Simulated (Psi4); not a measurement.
# Run report: CHP, geometry relaxation (part 1 of 3)

- system: CHP (methylidynephosphane), SMILES C#P
- method: CAM-B3LYP/pcseg-1, RKS, dispersion D3(BJ) (Psi4 1.11)

The geometry comes from this level: UFF from SMILES.

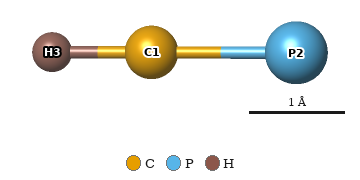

**Figure 1.** The starting structure (ball-and-stick view, seen at a tilt; atoms are numbered from 1 in the order of the input). Bond lengths as drawn: C–H 1.06 Å and C–P 1.54 Å.

Results in brief:

- outcome: converged
- total energy: −379.956830 hartree
- dispersion energy: −0.001150 hartree
- basis functions: 37
- HOMO: −9.45 eV
- LUMO: −0.17 eV
- dipole moment: 0.43 D
- hardware: 1 thread of Intel Xeon (Emerald Rapids), 12 GiB of memory available, shared host
- wall time: 8.4 s
- peak memory: 0.36 GiB

Input (job.py):
```python
import psi4
from rdkit import Chem
from rdkit.Chem import AllChem

psi4.set_memory('1600 MB')
psi4.set_num_threads(1)
psi4.set_output_file('run.log', False)

rd = Chem.AddHs(Chem.MolFromSmiles('C#P'))
AllChem.EmbedMolecule(rd, randomSeed=113)
AllChem.UFFOptimizeMolecule(rd, maxIters=2000)
atoms = '\n'.join(Chem.MolToXYZBlock(rd).splitlines()[2:])
geom = psi4.geometry('0 1\n' + atoms + '')

psi4.set_options(dict(basis='pcseg-1', geom_maxiter=60))

e_tot, wfn = psi4.optimize('cam-b3lyp-d3bj2b', molecule=geom, return_wfn=True)
print('E =', round(e_tot, 9))
print(geom.to_string(dtype='xyz', units='Angstrom'))
```

Run as:
```bash
python job.py
```

Output:
```
:19:15:13,23 INFO     [psi4.optking.optwrapper:318] Creating a UserComputer
:19:15:13,23 INFO     [psi4.optking.optwrapper:326]
    			-----------------------------------------

    			 OPTKING 3.0: for geometry optimizations

    			        with contributions from

    			-----------------------------------------

:19:15:13,24 INFO     [psi4.optking.optwrapper:356]
		 -- Optimization Parameters --
	GEOM_MAXITER                   =              60
	ALG_GEOM_MAXITER               =              50
	PRINT                          =               1
	OPT_TYPE                       =             MIN
	STEP_TYPE                      =             RFO
	PROGRAM                        =            PSI4
	STEEPEST_DESCENT_TYPE          =         OVERLAP
	CONJUGATE_GRADIENT_TYPE        =        FLETCHER
	OPT_COORDINATES                =        INTERNAL
	RFO_FOLLOW_ROOT                =           False
	RFO_ROOT                       =               0
	ACCEPT_SYMMETRY_BREAKING       =           False
	DYNAMIC_LVL                    =               0
	DYNAMIC_LVL_MAX                =               0
	IRC_STEP_SIZE                  =             0.2
	IRC_DIRECTION                  =         FORWARD
	IRC_POINTS                     =              20
	IRC_MODE                       =          NORMAL
	IRC_CONVERGENCE                =            -0.7
	INTRAFRAG_STEP_LIMIT           =             0.5
	INTRAFRAG_STEP_LIMIT_MIN       =           0.001
	INTRAFRAG_STEP_LIMIT_MAX       =             1.0
	INTERFRAG_STEP_LIMIT           =             0.5
	INTERFRAG_STEP_LIMIT_MIN       =           0.001
	INTERFRAG_STEP_LIMIT_MAX       =             1.0
	ENSURE_BT_CONVERGENCE          =           False
	SIMPLE_STEP_SCALING            =           False
	CONSECUTIVE_BACKSTEPS          =               0
	RFO_NORMALIZATION_MAX          =             100
	RSRFO_ALPHA_MAX                =     100000000.0
	PRINT_TRAJECTORY_XYZ_FILE      =           False
	WRITE_TRAJECTORY               =           False
	FROZEN_DISTANCE                =
	FROZEN_BEND                    =
gradient() will perform analytic gradient computation.

   => Loading Basis Set <=

    Name: PCSEG-1
    Role: ORBITAL
    Keyword: BASIS

   => CAM-B3LYP-D3(BJ): Empirical Dispersion <=

        s6 =       1.000000
        s8 =       2.067400
        a1 =       0.370800
        a2 =       5.474300

         ---------------------------------------------------------
                                   SCF
                              RKS Reference
                        1 Threads,   1525 MiB Core
         ---------------------------------------------------------

  ==> Geometry <==

    Molecular point group: cs
    Full point group: C_inf_v

    Geometry (in Angstrom), charge = 0, multiplicity = 1:

       Center              X                  Y                   Z               Mass
    ------------   -----------------  -----------------  -----------------  -----------------
         C            0.000000015167     0.000000000000    -1.062055382409    12.000000000000
         P            0.000000015167     0.000000000000     0.480463001672    30.973761998420
         H           -0.000000646709     0.000000000000    -2.120489177766     1.007825032230

  Running in cs symmetry.

  Rotational constants: A = ************  B =      0.66849  C =      0.66849 [cm^-1]
  Rotational constants: A = ************  B =  20040.94227  C =  20040.94227 [MHz]
  Nuclear repulsion =   36.927052638724149

  Charge       = 0
  Multiplicity = 1
  Electrons    = 22
  Nalpha       = 11
  Nbeta        = 11

  ==> Algorithm <==

  SCF Algorithm Type is DF.
  DIIS enabled.
  MOM disabled.
  Fractional occupation disabled.
  Guess Type is SAD.
  Energy threshold   = 1.00e-08
  Density threshold  = 1.00e-08
  Integral threshold = 1.00e-12

  ==> Primary Basis <==

  Basis Set: PCSEG-1
    Blend: PCSEG-1
    Number of shells: 17
    Number of basis functions: 37
    Number of Cartesian functions: 39
    Spherical Harmonics?: true
    Max angular momentum: 2

  ==> DFT Potential <==

   => LibXC <=

    Version 7.1.2

   => Composite Functional: CAM-B3LYP-D3BJ2B <=

    CAM-B3LYP-d3bj2b Hyb-GGA Exchange-Correlation Functional

    Deriv               =              1
    GGA                 =           TRUE
    Meta                =          FALSE

    Exchange Hybrid     =           TRUE
    MP2 Hybrid          =          FALSE

   => Exchange Functionals <=

    0.3500         Becke 88 [omega = 0.3300]
    0.4600   Short-range recipe for B88 functional - erf [omega = 0.3300]

   => Exact (HF) Exchange <=

    0.4600            HF,LR [omega = 0.3300]
    0.1900               HF

   => Correlation Functionals <=

    0.1900   Vosko, Wilk & Nusair (VWN5)
    0.8100   Lee, Yang & Parr

   => LibXC Density Thresholds  <==

    XC_HYB_GGA_XC_CAM_B3LYP:  1.00E-14

   => Molecular Quadrature <=

    Radial Scheme          =       TREUTLER
    Pruning Scheme         =           NONE
    Nuclear Scheme         =       TREUTLER

    Blocking Scheme        =         OCTREE
    BS radius alpha        =              1
 [-0.00000001  0.00000000  0.01337136]
 [-0.00000001  0.00000000  0.01648676]]
	   0.641585   0.000000   0.000000   0.000000
	   0.000000   0.387310   0.000000   0.000000
	   0.000000   0.000000   0.160000   0.000000
	   0.000000   0.000000   0.000000   0.160000

	         Geometry (au)                                       Gradient (au)
   0.0000000287   0.0000000000  -2.0069938028		   0.0000000258   0.0000000000  -0.0298455696
   0.0000000287   0.0000000000   0.9079434866		  -0.0000000147   0.0000000000   0.0133713609
  -0.0000012221   0.0000000000  -4.0071437980		  -0.0000000111   0.0000000000   0.0164867587

	        --- Internal Coordinate Step in ANG or DEG, aJ/ANG or AJ/DEG ---
	-------------------------------------------------------------------------------
	           Coordinate      Previous         Force          Change          New
	           ----------      --------        ------          ------        ------
	               R(1,2)       1.54252       -0.11013       -0.01101       1.53151
	               R(1,3)       1.05843        0.13580        0.02246       1.08090
	             L(2,1,3)     180.00004       -0.00000       -0.00002     180.00002
	             l(2,1,3)     180.00000        0.00000        0.00000     180.00000
	-------------------------------------------------------------------------------

	                            ===> Fragment 1 <==

	 Z (Atomic Numbers)          Masses                          Geom
	       6.000000            12.000000         -0.00000017  0.00000000 -1.98590971
	      15.000000            30.973762          0.00000012  0.00000000  0.90822467
	       1.000000             1.007825         -0.00000111  0.00000000 -4.02850907

	 - Coordinate -           - BOHR/RAD -       - ANG/DEG -
	 R(1,2)           =         2.894134           1.531510
	 R(1,3)           =         2.042599           1.080897
	 L(2,1,3)         =         3.141593         180.000021
	 l(2,1,3)         =         3.141593         180.000000

	                                 ==> Convergence Check <==

	Measures of convergence in internal coordinates in au.

	Criteria marked as inactive (o), active & met (*), and active & unmet ( ).

	----------------------------------------------------------------------------------------------~
	   Step    Total Energy     Delta E     Max Force     RMS Force      Max Disp      RMS Disp   ~
	----------------------------------------------------------------------------------------------~
	  Convergence Criteria     1.00e-06 *    3.00e-04 *             o    1.20e-03 *             o~
	----------------------------------------------------------------------------------------------~
	     1    -379.95638106   -3.80e+02      1.65e-02      1.06e-02 o    4.24e-02      2.36e-02 o  ~
	----------------------------------------------------------------------------------------------

 [-0.00000001  0.00000000 -0.00060354]
 [-0.00000001  0.00000000 -0.00139283]]

 	   0.645034  -0.013100  -0.000000   0.000000
	  -0.013100   0.414772   0.000000   0.000000
	  -0.000000   0.000000   0.160000   0.000000
	   0.000000   0.000000   0.000000   0.160000

	   0.645034  -0.013100  -0.000000   0.000000
	  -0.013100   0.414772   0.000000   0.000000
	  -0.000000   0.000000   0.160000   0.000000
	   0.000000   0.000000   0.000000   0.160000

	         Geometry (au)                                       Gradient (au)
   0.0000000168   0.0000000000  -1.9913707707		   0.0000000212   0.0000000000   0.0020081827
   0.0000000168   0.0000000000   0.9027636142		  -0.0000000086   0.0000000000  -0.0006035414
  -0.0000007164   0.0000000000  -4.0339701308		  -0.0000000126   0.0000000000  -0.0013928274

	Current energy:      -379.9568275470
	Energy change for the previous step:
		Actual       :        -0.0004464897
		Projected    :        -0.0004888755

	        --- Internal Coordinate Step in ANG or DEG, aJ/ANG or AJ/DEG ---
	-------------------------------------------------------------------------------
	           Coordinate      Previous         Force          Change          New
	           ----------      --------        ------          ------        ------
	               R(1,2)       1.53151        0.00500        0.00046       1.53197
	               R(1,3)       1.08090       -0.01151       -0.00177       1.07913
	             L(2,1,3)     180.00002       -0.00000       -0.00001     180.00001
	             l(2,1,3)     180.00000        0.00000        0.00000     180.00000
	-------------------------------------------------------------------------------

	                            ===> Fragment 1 <==

	 Z (Atomic Numbers)          Masses                          Geom
	       6.000000            12.000000         -0.00000010  0.00000000 -1.99277539
	      15.000000            30.973762          0.00000006  0.00000000  0.90223294
	       1.000000             1.007825         -0.00000065  0.00000000 -4.03203484

	 - Coordinate -           - BOHR/RAD -       - ANG/DEG -
	 R(1,2)           =         2.895008           1.531972
	 R(1,3)           =         2.039259           1.079130
	 L(2,1,3)         =         3.141593         180.000012
	 l(2,1,3)         =         3.141593         180.000000

	                                 ==> Convergence Check <==

	Measures of convergence in internal coordinates in au.

	Criteria marked as inactive (o), active & met (*), and active & unmet ( ).

	----------------------------------------------------------------------------------------------
	   Step    Total Energy     Delta E     Max Force     RMS Force      Max Disp      RMS Disp
	----------------------------------------------------------------------------------------------
	  Convergence Criteria     1.00e-06 *    3.00e-04 *             o    1.20e-03 *             o
	----------------------------------------------------------------------------------------------
	     2    -379.95682755   -4.46e-04      1.40e-03      7.62e-04 o    3.34e-03      1.73e-03 o  ~
	----------------------------------------------------------------------------------------------

 [-0.00000001  0.00000000  0.00001001]
 [-0.00000001  0.00000000 -0.00007151]]

 	   0.638490  -0.016279  -0.000002   0.000000
	  -0.016279   0.415081   0.000000   0.000000
	  -0.000002   0.000000   0.160000   0.000000
	   0.000000   0.000000   0.000000   0.160000

	   0.638490  -0.016279  -0.000002   0.000000
	  -0.016279   0.415081   0.000000   0.000000
	  -0.000002   0.000000   0.160000   0.000000
	   0.000000   0.000000   0.000000   0.160000

	         Geometry (au)                                       Gradient (au)
   0.0000000100   0.0000000000  -1.9920627723		   0.0000000124   0.0000000000   0.0000733340
   0.0000000100   0.0000000000   0.9029455552		  -0.0000000051   0.0000000000   0.0000100083
  -0.0000004271   0.0000000000  -4.0313222296		  -0.0000000073   0.0000000000  -0.0000715112

	Current energy:      -379.9568302572
	Energy change for the previous step:
		Actual       :        -0.0000027102
		Projected    :        -0.0000025980

	        --- Internal Coordinate Step in ANG or DEG, aJ/ANG or AJ/DEG ---
	-------------------------------------------------------------------------------
	           Coordinate      Previous         Force          Change          New
	           ----------      --------        ------          ------        ------
	               R(1,2)       1.53197       -0.00005       -0.00001       1.53196
	               R(1,3)       1.07913       -0.00062       -0.00010       1.07903
	             L(2,1,3)     180.00001       -0.00000       -0.00001     180.00001
	             l(2,1,3)     180.00000        0.00000        0.00000     180.00000
	-------------------------------------------------------------------------------

	                            ===> Fragment 1 <==

	 Z (Atomic Numbers)          Masses                          Geom
	       6.000000            12.000000         -0.00000006  0.00000000 -1.99211884
	      15.000000            30.973762          0.00000004  0.00000000  0.90287534
	       1.000000             1.007825         -0.00000038  0.00000000 -4.03119596
```
